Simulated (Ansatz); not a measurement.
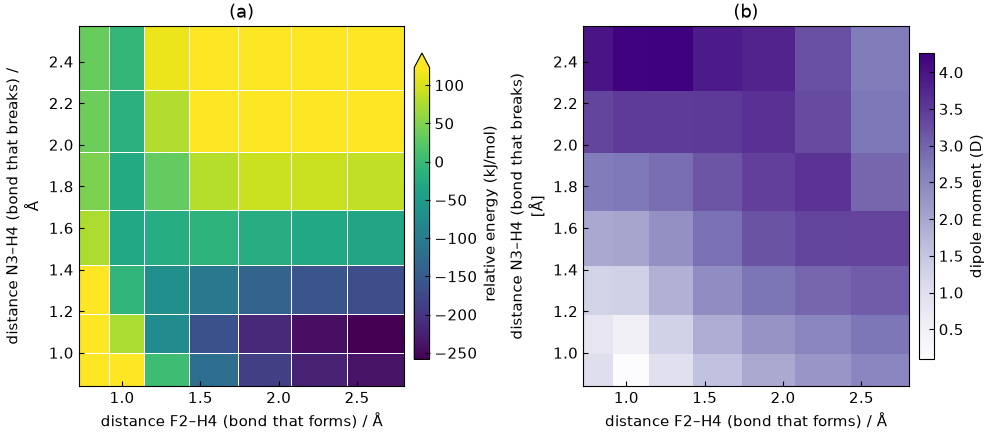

The reacting system F₃H₂NTi. The first coordinate is: distance F2–H4 (bond that forms); the second: distance N3–H4 (bond that breaks). Relaxed at each point: all other coordinates. The grid has 7 × 7 points. Points are written as (first, second). All energies are given in kJ/mol relative to a guessed transition structure relaxed with its forming and breaking bonds held. The reference is spin-restricted, so regions where a bond is pulled apart into radicals lie too high. All numbers below come from RKS PBE0-D4/def2-SVP (Ansatz).

Panel (a) is the energy; panel (b) is the computed dipole moment, in D.

Drawn: one coloured cell a grid point, one colour for all values above the top of the scale.

How does the dipole moment vary over the map, and what is it at the lowest grid point?

Answer. Leaving out the highest fifth of the energies, it runs from 0.54 D at (1.011 Å, 1.078 Å) to 4.26 D at (1.275 Å, 2.418 Å). At the lowest grid point, (2.619 Å, 1.078 Å), it is 2.77 D. That point lies on the edge of the scan.
